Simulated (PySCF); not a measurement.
# C₃H₉NOSi₂: runs on many settings

Aim: see how C₃H₉NOSi₂ (`O=CN1[SiH2]CC[SiH2]1`) answers to the choice of functional, basis, grid and SCF options.

Computed with PySCF 2.14.0, with density-fitted response routines of our own, on a single molecule, in the gas phase or a continuum. Atoms count from 0, in the outputs and in this text.

## Step 1: The molecule as given

16 atoms, charge 0, multiplicity 1; geometry from: GFN2-xTB.

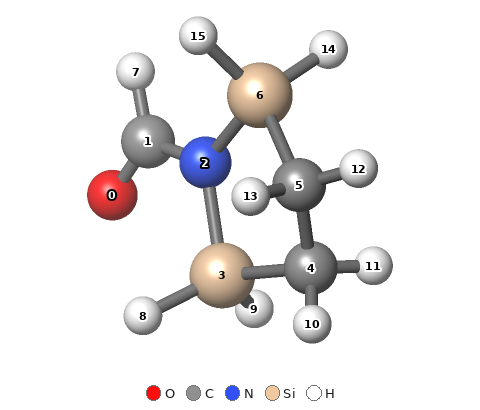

As it starts; oxygen red, carbon grey, nitrogen blue, silicon light orange, hydrogen white, atoms numbered; sticks join atoms by distance.

## Step 2: Shielding tensors: PBE0/pcSseg-1

Job settings and geometry (Å):

```
{"job": {"kind": "nmr", "xc": "PBE0", "basis": "pcSseg-1"}, "charge": 0, "multiplicity": 1}
O      3.059715     0.375013    -0.505034
C      2.338186    -0.404530     0.074570
N      1.010147    -0.289192     0.057304
Si     0.452265     1.100792    -0.890667
C     -1.406806     0.717034    -0.685132
C     -1.638141    -0.067184     0.615191
Si    -0.185169    -1.264651     0.879648
H      2.729254    -1.256850     0.655696
H      0.878793     2.324249    -0.218289
H      0.897628     0.971426    -2.272019
H     -2.019393     1.617685    -0.700716
H     -1.738821     0.108660    -1.527874
H     -2.604984    -0.570440     0.596685
H     -1.675250     0.634668     1.450512
H     -0.315969    -2.547098     0.181789
H      0.210946    -1.440638     2.276926
```

Method: GIAO PBE0/pcSseg-1 NMR shielding, non-relativistic, gas phase.

On the command line:

```bash
$ OMP_NUM_THREADS=1 python probes_run.py task.json out
```

This one command runs all jobs of the session in turn.

What it wrote:

```text
coarse grid: 14240 points
cycle   1  E = -827.9814890946  dE =  9.606e-01  |g| = 8.492e-01  |ddm| = 3.652e+00
cycle   2  E = -827.5389878917  dE =  4.425e-01  |g| = 1.698e+00  |ddm| = 2.075e+00
cycle   3  E = -828.1141621093  dE = -5.752e-01  |g| = 2.579e-01  |ddm| = 1.602e+00
cycle   4  E = -828.1267448439  dE = -1.258e-02  |g| = 9.573e-02  |ddm| = 2.546e-01
cycle   5  E = -828.1286244658  dE = -1.880e-03  |g| = 1.815e-02  |ddm| = 7.977e-02
cycle   6  E = -828.1286870978  dE = -6.263e-05  |g| = 6.613e-03  |ddm| = 1.853e-02
cycle   7  E = -828.1286969241  dE = -9.826e-06  |g| = 1.582e-03  |ddm| = 6.017e-03
final grid: 128024 points
cycle   8  E = -828.1765885569  dE = -4.245e-06  |g| = 1.339e-02  |ddm| = 2.108e-02
cycle   9  E = -828.1764859488  dE =  1.026e-04  |g| = 2.653e-02  |ddm| = 2.707e-02
cycle  10  E = -828.1766235003  dE = -1.376e-04  |g| = 2.337e-03  |ddm| = 1.877e-02
cycle  11  E = -828.1766247514  dE = -1.251e-06  |g| = 2.512e-04  |ddm| = 1.963e-03
cycle  12  E = -828.1766247660  dE = -1.465e-08  |g| = 7.988e-05  |ddm| = 3.325e-04
cycle  13  E = -828.1766247675  dE = -1.413e-09  |g| = 2.286e-05  |ddm| = 9.086e-05
cycle  14  E = -828.1766247676  dE = -1.144e-10  |g| = 4.393e-06  |ddm| = 2.219e-05
converged SCF energy = -828.1766247676

GIAO shielding tensors (ppm)
atom      isotropic    diamagn.    paramagn.     s11        s22        s33       span
  0 O     -151.587     401.203    -552.790   -438.917   -267.320    251.478    690.396
  1 C       16.388     243.521    -227.133    -71.893     23.113     97.945    169.838
  2 N      141.712     335.081    -193.369     32.107    154.413    238.615    206.508
  3 Si     374.474     881.370    -506.896    335.520    379.298    408.604     73.084
  4 C      181.318     254.260     -72.941    173.154    178.177    192.625     19.471
  5 C      178.117     252.931     -74.813    162.747    177.788    193.817     31.071
  6 Si     379.019     881.562    -502.544    344.169    377.739    415.149     70.980
  7 H       23.163      26.503      -3.340     18.760     23.317     27.412      8.652
  8 H       26.769      30.325      -3.556     23.122     24.625     32.560      9.438
  9 H       26.675      30.110      -3.435     22.977     24.723     32.326      9.349
 10 H       30.592      30.655      -0.063     25.263     28.043     38.471     13.207
 11 H       30.797      32.044      -1.247     25.796     28.464     38.132     12.336
 12 H       30.357      30.135       0.222     24.822     27.811     38.439     13.617
 13 H       30.465      31.667      -1.202     25.563     28.183     37.648     12.085
 14 H       26.825      29.831      -3.006     23.387     24.320     32.767      9.380
 15 H       26.701      29.710      -3.008     23.576     24.274     32.254      8.677
```

Run time: 26 s. Hardware: 1 thread of Arm Neoverse V2, shared host; peak memory 0.81 GiB.

The references, computed at this level on geometries of the same kind, shield at (ppm): ¹H TMS 31.72, ¹³C TMS 186.9, ²⁹Si TMS 349.2, ¹⁵N NH3 267.7, ¹⁷O H2O 336.1. Their shielding less the atom's gives the shift. The references are single molecules in the gas phase, so shifts against H2O, NH3, PH3, H3PO4 or CFCl3 are not on the usual liquid scales and can be off by tens of ppm. Atoms listed in one row are averaged.

```tsv
atoms	environment	σ (ppm)	δ (ppm)	δ scaled to CDCl3
C1	amide carbonyl carbon	16.4	170.5	164.5
C4, C5	sp3 CH2 bonded to Si	179.7	7.2	5.1
H7	hydrogen on an amide carbonyl carbon	23.16	8.55	8.17
H8, H9, H14, H15	hydrogen on a silicon bonded to C, N, in a 5-membered ring	26.74	4.97	–
H10, H11, H12, H13	hydrogen on an sp3 CH2 bonded to Si	30.55	1.16	1.20
O0	amide-type carbonyl oxygen	-151.6	487.7	–
N2	amide-type nitrogen	141.7	126.0	–
Si3, Si6	silicon bonded to C, N, 2 H, in a 5-membered ring	376.7	-27.6	–
```

The scaled column applies a straight-line fit of computed shieldings to shifts measured in CDCl3 (root-mean-square error 0.16 ppm for H, 1.9 ppm for C).

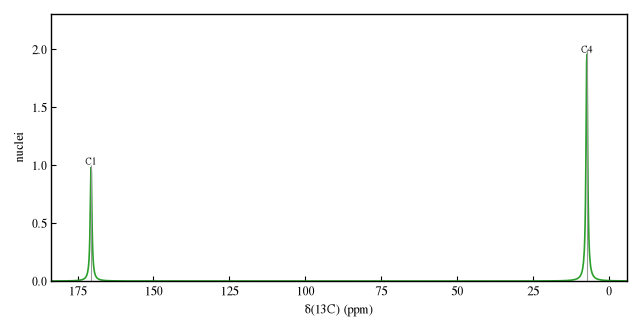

¹³C lines at the computed shifts, without couplings. Lines are broadened to a width of 0.65 ppm (Lorentzian).

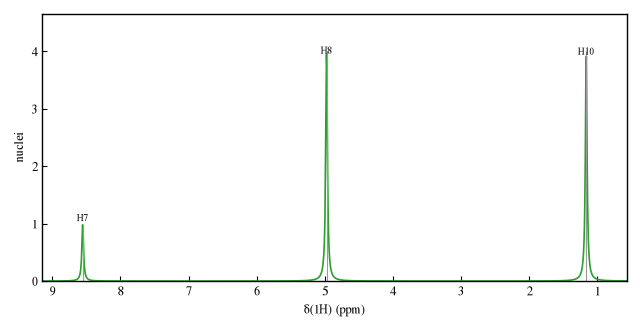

¹H lines at the computed shifts, without couplings. Lines are broadened to a width of 0.03 ppm (Lorentzian).

Charges from the same density, by scheme (e):

```tsv
atoms	Mulliken	IAO	Hirshfeld	ESP fit
O0	-0.43	-0.47	-0.26	-0.49
C1	0.46	0.32	0.14	0.37
N2	-0.89	-0.72	-0.23	-0.32
Si3, Si6	0.79	0.88	0.38	0.46
C4, C5	-0.54	-0.54	-0.16	-0.24
```

Hirshfeld charges:

O0 -0.26; C1 0.14; N2 -0.23; Si3 0.38; C4 -0.16; C5 -0.15; Si6 0.39; H7 0.05; H8 -0.07; H9 -0.07; H10 0.04; H11 0.04; H12 0.04; H13 0.04; H14 -0.08; H15 -0.07

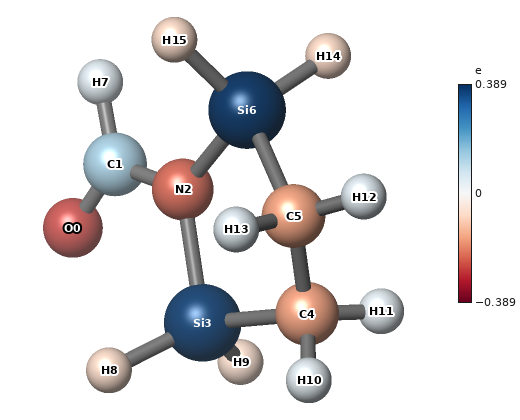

Hirshfeld charges, as colours on the atoms.

Mayer bond orders: O0–C1 1.86, C1–N2 1.17, N2–Si3 0.79, Si3–C4 0.89, C4–C5 1.02, C5–Si6 0.93, Si6–N2 0.83.

Ring of atoms N2, Si3, C4, C5, Si6: NICS(0) -4.6, NICS(1) -2.9, NICS(1)zz -0.2 ppm (means of both faces).

## Step 3: TDDFT and polarisability: PBE0/def2-SVPD

Settings changed since step 2:

```diff
@@ -1,2 +1,2 @@
-{"job": {"kind": "nmr", "xc": "PBE0", "basis": "pcSseg-1"}, "charge": 0, "multiplicity": 1}
+{"job": {"kind": "uv", "xc": "PBE0", "basis": "def2-SVPD", "nstates": 6, "ntriplets": 2}, "charge": 0, "multiplicity": 1}
 O      3.059715     0.375013    -0.505034
```

With the program's defaults for keys left out, this is: TDDFT PBE0/def2-SVPD, vertical, gas phase, core orbitals frozen in the response.

What it wrote:

```text
coarse grid: 14240 points
cycle   1  E = -827.6282466281  dE =  9.127e-01  |g| = 8.127e-01  |ddm| = 5.695e+00
cycle   2  E = -827.1839482387  dE =  4.443e-01  |g| = 1.671e+00  |ddm| = 3.026e+00
cycle   3  E = -827.7567241511  dE = -5.728e-01  |g| = 2.425e-01  |ddm| = 2.261e+00
cycle   4  E = -827.7680596467  dE = -1.134e-02  |g| = 9.557e-02  |ddm| = 3.646e-01
cycle   5  E = -827.7700323651  dE = -1.973e-03  |g| = 1.760e-02  |ddm| = 1.523e-01
cycle   6  E = -827.7701022491  dE = -6.988e-05  |g| = 5.962e-03  |ddm| = 3.774e-02
cycle   7  E = -827.7701106239  dE = -8.375e-06  |g| = 1.473e-03  |ddm| = 1.111e-02
final grid: 128024 points
cycle   8  E = -827.8779691976  dE = -6.897e-06  |g| = 1.245e-02  |ddm| = 7.592e-02
cycle   9  E = -827.8778753659  dE =  9.383e-05  |g| = 2.474e-02  |ddm| = 3.654e-02
cycle  10  E = -827.8780011531  dE = -1.258e-04  |g| = 2.286e-03  |ddm| = 2.514e-02
cycle  11  E = -827.8780024075  dE = -1.254e-06  |g| = 1.876e-04  |ddm| = 3.081e-03
cycle  12  E = -827.8780024166  dE = -9.187e-09  |g| = 8.799e-05  |ddm| = 5.337e-04
cycle  13  E = -827.8780024185  dE = -1.887e-09  |g| = 2.052e-05  |ddm| = 1.567e-04
cycle  14  E = -827.8780024186  dE = -1.030e-10  |g| = 5.485e-06  |ddm| = 3.971e-05
converged SCF energy = -827.8780024186

Static polarisability (au): isotropic 92.783, principal 74.302 98.689 105.358

Singlet excitations
state   eV       nm        f      main configurations
  1   5.4518    227.4   0.00058   H->L 0.87
  2   6.6102    187.6   0.04439   H-1->L 0.57, H->L+1 0.31
  3   6.7420    183.9   0.00231   H-1->L+1 0.72, H-1->L+2 0.14
  4   6.8724    180.4   0.00251   H->L+2 0.41, H-1->L+2 0.25, H->L+1 0.22
  5   6.9727    177.8   0.01818   H->L+2 0.44, H-1->L+2 0.41
  6   7.0676    175.4   0.06497   H->L+1 0.33, H-1->L+1 0.19, H-1->L 0.12

Triplet excitations (Tamm-Dancoff, eV): 4.9384 5.2854
```

Wall time 43 s (1 thread of Arm Neoverse V2, shared host); peak memory 0.91 GiB.

Frontier orbitals and where they lie:

```tsv
orbital	eV	atoms
HOMO−3	-9.34	C5 22 %, C4 20 %, Si3 11 %
HOMO−2	-8.55	C4 26 %, Si3 15 %, C5 15 %
HOMO−1	-7.91	N2 37 %, O0 26 %, C1 8 %
HOMO	-7.70	O0 62 %, C1 11 %, N2 7 %
LUMO	-0.12	C1 31 %, O0 22 %, N2 14 %
LUMO+1	0.09	Si6 32 %, H15 11 %, H14 10 %
LUMO+2	0.22	Si6 25 %, Si3 16 %, C5 7 %
```

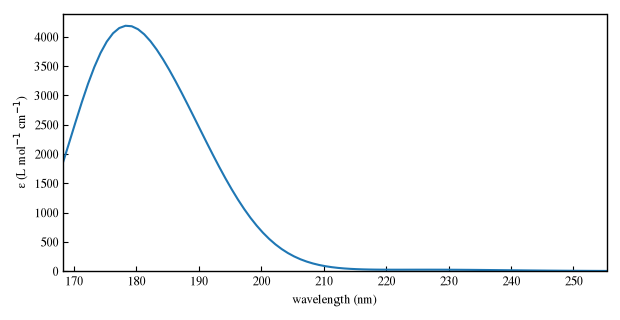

Absorption spectrum: each of the 6 states is a Gaussian band of 0.4 eV half-width at 1/e. Beyond the last state computed it falls off for lack of states.

Further results of this job:

```tsv
property	computed
dipole moment (D)	3.94
polarisability (Å³)	13.75
HOMO–LUMO gap (eV)	7.58
−ε(HOMO) (eV)	7.70
```

## Step 4: Shielding tensors: CAM-B3LYP/pcSseg-1

Settings changed since step 3:

```diff
@@ -1,2 +1,2 @@
-{"job": {"kind": "uv", "xc": "PBE0", "basis": "def2-SVPD", "nstates": 6, "ntriplets": 2}, "charge": 0, "multiplicity": 1}
+{"job": {"kind": "nmr", "xc": "CAM-B3LYP", "basis": "pcSseg-1", "pop": false}, "charge": 0, "multiplicity": 1}
 O      3.059715     0.375013    -0.505034
```

Level: GIAO CAM-B3LYP/pcSseg-1 NMR shielding, non-relativistic, gas phase.

What it wrote:

```text
coarse grid: 14240 points
cycle   1  E = -828.3887146478  dE =  1.107e+00  |g| = 8.926e-01  |ddm| = 3.601e+00
cycle   2  E = -828.1675983333  dE =  2.211e-01  |g| = 1.440e+00  |ddm| = 1.657e+00
cycle   3  E = -828.5440845521  dE = -3.765e-01  |g| = 1.679e-01  |ddm| = 1.111e+00
cycle   4  E = -828.5488251502  dE = -4.741e-03  |g| = 7.584e-02  |ddm| = 1.515e-01
cycle   5  E = -828.5499629948  dE = -1.138e-03  |g| = 1.118e-02  |ddm| = 5.885e-02
cycle   6  E = -828.5499898492  dE = -2.685e-05  |g| = 4.167e-03  |ddm| = 1.251e-02
cycle   7  E = -828.5499943769  dE = -4.528e-06  |g| = 1.330e-03  |ddm| = 5.324e-03
final grid: 128024 points
cycle   8  E = -828.6073076840  dE = -1.823e-05  |g| = 4.821e-03  |ddm| = 1.207e-02
cycle   9  E = -828.6073036551  dE =  4.029e-06  |g| = 6.783e-03  |ddm| = 7.950e-03
cycle  10  E = -828.6073127579  dE = -9.103e-06  |g| = 9.081e-04  |ddm| = 4.695e-03
cycle  11  E = -828.6073129143  dE = -1.564e-07  |g| = 1.955e-04  |ddm| = 6.863e-04
cycle  12  E = -828.6073129236  dE = -9.216e-09  |g| = 6.152e-05  |ddm| = 2.146e-04
cycle  13  E = -828.6073129245  dE = -9.175e-10  |g| = 1.848e-05  |ddm| = 7.236e-05
converged SCF energy = -828.6073129245

GIAO shielding tensors (ppm)
atom      isotropic    diamagn.    paramagn.     s11        s22        s33       span
  0 O     -151.691     402.470    -554.162   -449.206   -269.830    263.962    713.168
  1 C       10.054     242.976    -232.923    -80.877     15.625     95.414    176.290
  2 N      141.451     335.679    -194.229     28.660    156.609    239.084    210.424
  3 Si     367.792     881.062    -513.270    330.594    371.121    401.661     71.067
  4 C      179.605     253.289     -73.684    171.614    176.928    190.274     18.660
  5 C      176.942     252.007     -75.065    162.580    176.531    191.713     29.133
  6 Si     371.572     881.249    -509.677    336.626    368.848    409.243     72.617
  7 H       23.272      26.757      -3.484     18.853     23.496     27.469      8.616
  8 H       26.949      30.523      -3.574     23.345     24.819     32.682      9.336
  9 H       26.855      30.292      -3.437     23.201     24.919     32.445      9.244
 10 H       30.712      30.590       0.122     25.470     28.248     38.417     12.947
 11 H       30.925      32.087      -1.162     26.002     28.638     38.133     12.130
 12 H       30.508      30.070       0.438     25.090     28.033     38.399     13.309
 13 H       30.623      31.733      -1.110     25.789     28.366     37.713     11.924
 14 H       27.015      30.018      -3.003     23.612     24.544     32.889      9.277
 15 H       26.891      29.876      -2.985     23.802     24.474     32.397      8.595
```

Wall time 33 s (1 thread of Arm Neoverse V2, shared host); peak memory 0.91 GiB.

In short: δ C1 175.0, C4 6.8, O0 491.9, N2 128.0, H7 8.51, H8 4.85 ppm (means over like atoms).

## Step 5: Nuclear shieldings: HCTH407/pcSseg-1

Settings changed since step 4:

```diff
@@ -1,2 +1,2 @@
-{"job": {"kind": "nmr", "xc": "CAM-B3LYP", "basis": "pcSseg-1", "pop": false}, "charge": 0, "multiplicity": 1}
+{"job": {"kind": "nmr", "xc": "HCTH407", "basis": "pcSseg-1", "pop": false}, "charge": 0, "multiplicity": 1}
 O      3.059715     0.375013    -0.505034
```

Level: GIAO HCTH407/pcSseg-1 NMR shielding, non-relativistic, gas phase.

What it wrote:

```text
coarse grid: 14240 points
cycle   1  E = -828.4657432764  dE =  8.203e-01  |g| = 1.003e+00  |ddm| = 3.734e+00
cycle   2  E = -826.5864278220  dE =  1.879e+00  |g| = 2.817e+00  |ddm| = 4.661e+00
cycle   3  E = -828.5749209349  dE = -1.988e+00  |g| = 6.525e-01  |ddm| = 4.400e+00
cycle   4  E = -828.6671682186  dE = -9.225e-02  |g| = 2.578e-01  |ddm| = 7.513e-01
cycle   5  E = -828.6798000925  dE = -1.263e-02  |g| = 8.951e-02  |ddm| = 2.872e-01
cycle   6  E = -828.6815642080  dE = -1.764e-03  |g| = 3.430e-02  |ddm| = 1.168e-01
cycle   7  E = -828.6818477583  dE = -2.836e-04  |g| = 7.558e-03  |ddm| = 3.548e-02
cycle   8  E = -828.6818619272  dE = -1.417e-05  |g| = 1.593e-03  |ddm| = 9.938e-03
cycle   9  E = -828.6818625678  dE = -6.406e-07  |g| = 2.414e-04  |ddm| = 2.121e-03
final grid: 128024 points
cycle  10  E = -828.7247574932  dE = -9.079e-05  |g| = 7.908e-03  |ddm| = 4.203e-02
cycle  11  E = -828.7247211972  dE =  3.630e-05  |g| = 1.478e-02  |ddm| = 1.703e-02
cycle  12  E = -828.7247625220  dE = -4.132e-05  |g| = 4.806e-03  |ddm| = 1.445e-02
cycle  13  E = -828.7247665634  dE = -4.041e-06  |g| = 1.541e-03  |ddm| = 4.247e-03
cycle  14  E = -828.7247671239  dE = -5.605e-07  |g| = 1.446e-04  |ddm| = 1.428e-03
cycle  15  E = -828.7247671280  dE = -4.160e-09  |g| = 6.379e-05  |ddm| = 2.345e-04
cycle  16  E = -828.7247671289  dE = -9.277e-10  |g| = 1.941e-05  |ddm| = 7.435e-05
converged SCF energy = -828.7247671289

GIAO shielding tensors (ppm)
atom      isotropic    diamagn.    paramagn.     s11        s22        s33       span
  0 O     -141.420     401.882    -543.302   -409.731   -244.424    229.894    639.626
  1 C       22.233     244.240    -222.007    -60.551     33.872     93.379    153.930
  2 N      136.564     333.887    -197.323     33.561    147.472    228.661    195.100
  3 Si     375.443     882.829    -507.387    335.892    381.996    408.440     72.549
  4 C      175.699     253.015     -77.317    167.444    172.122    187.530     20.085
  5 C      172.681     251.591     -78.910    157.051    172.116    188.876     31.824
  6 Si     380.721     883.001    -502.280    346.292    379.437    416.434     70.142
  7 H       23.037      26.774      -3.738     18.637     23.041     27.432      8.794
  8 H       26.760      30.733      -3.973     23.225     24.692     32.363      9.138
  9 H       26.658      30.446      -3.789     23.101     24.787     32.086      8.985
 10 H       30.457      30.419       0.038     25.444     28.149     37.779     12.335
 11 H       30.689      31.965      -1.276     25.921     28.597     37.549     11.627
 12 H       30.188      29.867       0.320     24.917     27.898     37.749     12.832
 13 H       30.337      31.593      -1.256     25.637     28.312     37.061     11.424
 14 H       26.789      30.147      -3.358     23.455     24.347     32.565      9.110
 15 H       26.678      29.974      -3.297     23.698     24.320     32.015      8.317
```

Run time: 32 s. Hardware: 1 thread of Arm Neoverse V2, shared host; peak memory 0.69 GiB.

In short: δ C1 161.4, C4 9.4, O0 475.6, N2 129.6, H7 8.63, H8 4.95 ppm (means over like atoms).

## Step 6: Shielding tensors: LDA/IGLO-II in chloroform

Settings changed since step 5:

```diff
@@ -1,2 +1,2 @@
-{"job": {"kind": "nmr", "xc": "HCTH407", "basis": "pcSseg-1", "pop": false}, "charge": 0, "multiplicity": 1}
+{"job": {"kind": "nmr", "xc": "LDA", "basis": "IGLO-II", "solvent": "chloroform", "pop": true, "scf": {"conv": 1e-08}}, "charge": 0, "multiplicity": 1}
 O      3.059715     0.375013    -0.505034
```

Level: GIAO LDA/IGLO-II NMR shielding, non-relativistic, IEF-PCM chloroform.

What it wrote:

```text
final grid: 128024 points
cycle   1  E = -824.2170958598  dE =  7.700e-01  |g| = 1.049e+00  |ddm| = 3.181e+00
cycle   2  E = -823.0639406924  dE =  1.153e+00  |g| = 2.460e+00  |ddm| = 3.054e+00
cycle   3  E = -824.3590161002  dE = -1.295e+00  |g| = 5.657e-01  |ddm| = 2.703e+00
cycle   4  E = -824.4149880993  dE = -5.597e-02  |g| = 2.338e-01  |ddm| = 4.872e-01
cycle   5  E = -824.4255268140  dE = -1.054e-02  |g| = 6.911e-02  |ddm| = 1.781e-01
cycle   6  E = -824.4262512605  dE = -7.244e-04  |g| = 3.190e-02  |ddm| = 5.952e-02
cycle   7  E = -824.4264931792  dE = -2.419e-04  |g| = 4.584e-03  |ddm| = 2.554e-02
cycle   8  E = -824.4264975845  dE = -4.405e-06  |g| = 1.739e-03  |ddm| = 5.550e-03
cycle   9  E = -824.4264982855  dE = -7.010e-07  |g| = 3.141e-04  |ddm| = 1.545e-03
cycle  10  E = -824.4264983079  dE = -2.238e-08  |g| = 9.341e-05  |ddm| = 3.490e-04
cycle  11  E = -824.4264983097  dE = -1.783e-09  |g| = 3.318e-05  |ddm| = 1.063e-04
converged SCF energy = -824.4264983097

GIAO shielding tensors (ppm)
atom      isotropic    diamagn.    paramagn.     s11        s22        s33       span
  0 O     -130.143     401.268    -531.410   -408.559   -223.445    241.577    650.136
  1 C       11.963     242.403    -230.440    -64.440      5.594     94.736    159.175
  2 N      116.813     325.635    -208.823      2.038    134.858    213.542    211.504
  3 Si     341.132     882.319    -541.187    290.494    351.427    381.476     90.982
  4 C      178.001     247.489     -69.488    168.559    174.819    190.626     22.067
  5 C      173.932     246.365     -72.433    155.719    174.605    191.472     35.753
  6 Si     344.554     883.528    -538.974    304.046    344.246    385.371     81.325
  7 H       22.915      26.436      -3.520     18.502     23.176     27.068      8.566
  8 H       26.050      30.239      -4.189     22.577     24.112     31.461      8.885
  9 H       25.906      30.055      -4.149     22.418     24.212     31.087      8.668
 10 H       30.193      29.867       0.326     24.964     27.991     37.625     12.661
 11 H       30.418      30.832      -0.414     25.372     28.467     37.415     12.044
 12 H       29.930      29.411       0.519     24.472     27.721     37.597     13.125
 13 H       30.043      30.458      -0.416     25.110     28.157     36.860     11.750
 14 H       26.019      29.532      -3.513     22.755     23.728     31.574      8.819
 15 H       25.817      29.391      -3.574     22.963     23.638     30.850      7.887
```

Wall time 20 s (1 thread of Arm Neoverse V2, shared host); peak memory 0.85 GiB.

Key values: σ C1 12.0, C4 176.0, O0 -130.1, N2 116.8, H7 22.92, H8 25.95 ppm (means over like atoms).

## Step 7: Comparing the runs: NMR shifts

Isotropic shieldings (ppm) of some atoms, chosen among heavy atoms and hydrogens apart, means over like atoms, with basis size and wall time:

```tsv
run	C1	C4	H8	H10	O0	N2	Si3	functions	time
PBE0/pcSseg-1	16.4	179.7	26.74	30.55	-151.6	141.7	376.7	178	26 s
CAM-B3LYP/pcSseg-1	10.1	178.3	26.93	30.69	-151.7	141.5	369.7	178	33 s
HCTH407/pcSseg-1	22.2	174.2	26.72	30.42	-141.4	136.6	378.1	178	32 s
LDA/IGLO-II in chloroform	12.0	176.0	25.95	30.15	-130.1	116.8	342.8	234	20 s
```

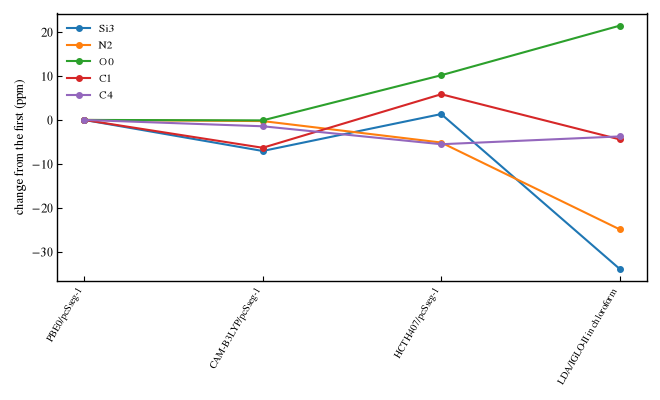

How five of the tabulated atoms move from run to run.

## Step 8: Summary of results

| quantity | value |
| --- | --- |
| ¹³C shifts against TMS (PBE0/pcSseg-1, means over atoms taken as alike) | 170.5, 7.2 ppm |
| ¹H shifts against TMS (PBE0/pcSseg-1, means over atoms taken as alike) | 8.55, 4.97, 1.16 ppm |
| ¹⁷O shifts against H2O (PBE0/pcSseg-1) | 487.7 ppm |
| ¹⁵N shifts against NH3 (PBE0/pcSseg-1) | 126.0 ppm |
| ²⁹Si shifts against TMS (PBE0/pcSseg-1, means over atoms taken as alike) | -27.6 ppm |
| lowest singlet (PBE0/def2-SVPD) | 5.45 eV (227 nm), f = 0.001 |
| brightest single state of those computed | state 6, 7.07 eV, f = 0.065 |
| lowest triplet | 4.94 eV |
| range of the shielding of Si3 | 342.8 to 378.1 ppm |

What this shows: Single values in the summary come from the first run of each kind that ended normally (PBE0/pcSseg-1; PBE0/def2-SVPD), which need not be the best level. At PBE0/pcSseg-1: Shielding is most anisotropic at O0 (span 690 ppm, paramagnetic term -553 ppm). The first singlet state (HOMO→LUMO 0.87) lies at 5.45 eV and is dark; of the 6 states computed, the strongest absorption comes from state 6 at 7.07 eV (the last computed, so partners may be missing). The lowest triplet lies 0.51 eV below the lowest singlet (triplets in Tamm-Dancoff, singlets in full TDDFT). In ppm, Si3 (with its like atoms) moves most: its shielding spreads over 35.2 ppm, from 342.8 (LDA/IGLO-II in chloroform) to 378.1 (HCTH407/pcSseg-1).
